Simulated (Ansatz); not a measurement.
A series of calculations on ZrNH$_{6}$O$_{2}$Cl

## 1. Relaxation

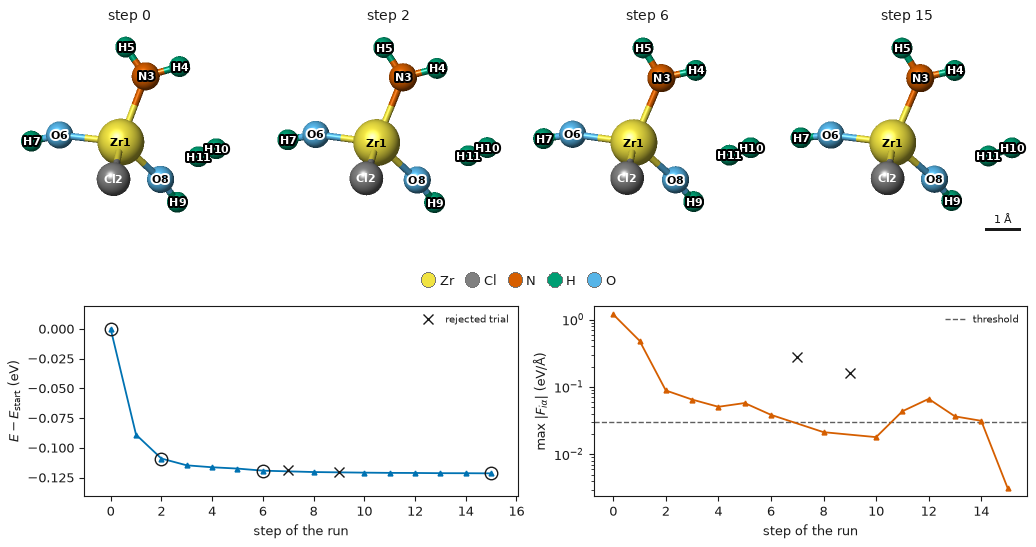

Frames of a relaxation of ZrNH6O2Cl, marked on the history of the run. A ball-and-stick model, seen at a tilt.

The run prepares an end point of a later path (reaction) calculation, from a guessed geometry.

The calculation used RKS B3LYP-D4/def2-SVP (Ansatz).

The input:
```yaml
crystal:
  periodic: [false, false, false]
  atoms:
    - { symbol: Zr, position_ang: [-0.086688, 0.020753, 0.06582] }
    - { symbol: Cl, position_ang: [-0.029971, 0.283547, 2.544089] }
    - { symbol: "N", position_ang: [1.778913, 0.095808, -0.73305] }
    - { symbol: H, position_ang: [2.448885, -0.6699, -0.795122] }
    - { symbol: H, position_ang: [2.185813, 0.918949, -1.177034] }
    - { symbol: O, position_ang: [-0.985889, 1.548065, -0.663206] }
    - { symbol: H, position_ang: [-1.68036, 2.122279, -0.996851] }
    - { symbol: O, position_ang: [-0.945297, -1.639974, -0.371162] }
    - { symbol: H, position_ang: [-1.486736, -2.423248, -0.490249] }
    - { symbol: H, position_ang: [1.498998, -2.273706, 1.303839] }
    - { symbol: H, position_ang: [1.295032, -1.797373, 1.803326] }
basis:
  gaussian: { orbitals: def2-SVP }
hamiltonian:
  xc: b3lyp
  dispersion: d4
relax:
  f_tol: 0.03
  max_steps: 50
```

Launched with:
```bash
ansatz run input.yaml --threads 4 --pin off --max-ram 5120MiB --backend cpu --events-out ev --progress --plain --runs-dir out
```

### Describe the path.

After 13 accepted moves (15 points after the start) the energy has fallen by 0.121 eV. Largest force component: 1.2 eV/Å at the start, 0.0032 eV/Å at the end. The line search rejected the trial steps at points 7, 9 of the run. The forces were under the threshold at step 8, but the run went on from there. H10 moves most after the best rigid fit: 0.75 Å. Largest moves by element: H 0.75 Å, Cl 0.21 Å, Zr 0.19 Å, O 0.19 Å, N 0.13 Å. Some distances before and after: Zr1–H10 3.051 → 3.955 Å, Zr1–H11 2.869 → 3.546 Å, Zr1–Cl2 2.493 → 2.409 Å, H10–H11 0.720 → 0.761 Å. Among the angles between lasting bonds that change: Zr1–O6–H7 161.3° → 168.0°, O6–Zr1–O8 113.1° → 116.2°, N3–Zr1–O8 110.7° → 107.8°. Cost: 32 s on 4 threads of Arm Neoverse V2, on a shared host, peak memory 0.3 GiB. From step 0 to 2: H10 moves most (0.36 Å), energy −0.109 eV. From step 2 to 6: H10 moves most (0.22 Å), energy −0.010 eV. From step 6 to 15: H10 moves most (0.24 Å), energy −0.002 eV.

Limits of the set-up: the start holds two separate molecules, 2.6 Å apart at their closest, whose relative position is a soft coordinate.

## 2. Relaxation

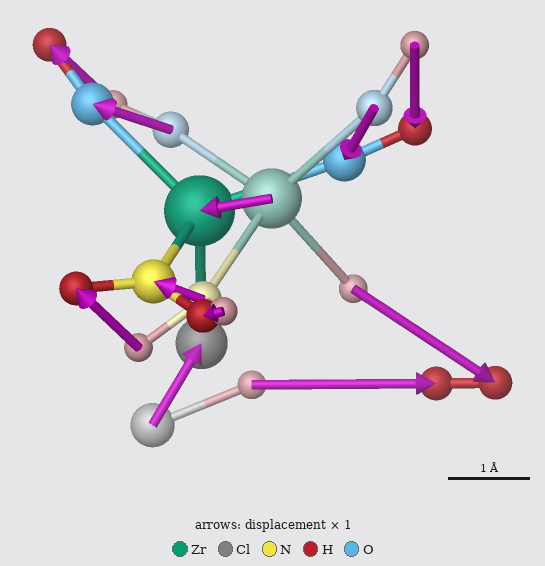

A relaxation of ZrNH6O2Cl. The starting structure is drawn faded, the final one solid; purple arrows show the displacements, at their true length. The two geometries are superimposed by the best rigid fit.

The picture is a ball-and-stick view, seen from a free direction.

The run prepares an end point of a later path (reaction) calculation, from a guessed geometry.

The calculation used RKS B3LYP-D4/def2-SVP in Ansatz. Settings: no spin polarisation; force threshold 0.03 eV/Å; at most 50 steps.

**Atoms of which element are displaced furthest, and by how much?**

Hydrogen: up to 2.29 Å, against 1.19 Å for chlorine.

**What happened in the run?**

The largest move after the best rigid fit is that of an H atom, 2.29 Å. By element the largest moves are H 2.29 Å, Cl 1.19 Å, O 1.18 Å, Zr 0.93 Å, N 0.69 Å. Near-neighbour distances that change, for instance: H–Zr 1.861 → 4.418 Å, Cl–H 1.343 → 2.974 Å, Cl–Zr 3.719 → 2.408 Å, H–H 1.855 → 0.761 Å. New bonds form, among them: Cl–Zr (3.72 → 2.41 Å), H–H (1.85 → 0.76 Å). Bonds break, among them: Cl–H (1.34 → 2.97 Å), H–Zr (1.86 → 4.42 Å). Among the angles between lasting bonds that change: Zr–O–H 160.4° → 170.0°, N–Zr–O 114.3° → 107.0°, Zr–N–H 123.1° → 125.5°. The energy falls by 1.752 eV in 29 accepted moves (31 points after the start). The largest force component goes from 0.76 to 0.023 eV/Å. The line search rejected the trial steps at points 2, 26 of the run. Cost: 64 s on 4 threads of Arm Neoverse V2, with other jobs on the host, peak memory 0.31 GiB.

## 3. Path

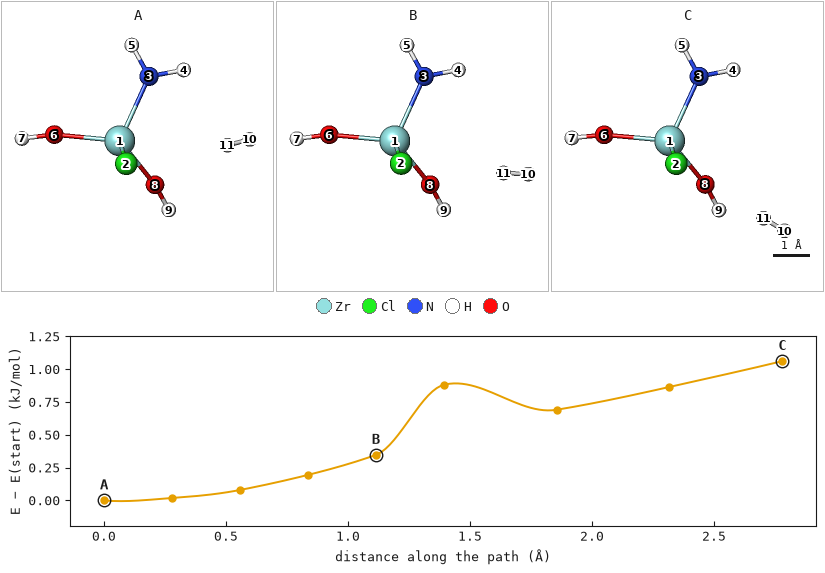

A search for the minimum-energy path of ZrNH₆O₂Cl, made up at the start of ZrNH4O2Cl and H2 by the nudged elastic band. Images are numbered from 0 (start) to 8 (end). Frames A to C are images 0, 4, 8. The picture is a ball-and-stick view, seen at a tilt.

These are results of Ansatz, RKS B3LYP-D4/def2-SVP, not measurements. Set-up: 7 movable images; climbing image; force threshold 0.05 eV/Å; iteration limit 60; starting path through a guess of the saddle point.

Read off the barrier and say what moves.

Answer. Relative to the start the highest point is image 8 at +1.06 kJ/mol and the end lies at +1.06 kJ/mol, but the profile dips to +0.69 kJ/mol at image 6 on the way, so there is an intermediate minimum on the way. No bond forms or breaks between the ends. The band converged in 46 iterations. The largest component of the band force went from 8.3 to 0.048 eV/Å.

Limits of the set-up: the start holds two separate molecules, 3.0 Å apart at their closest, whose relative position is a soft coordinate.
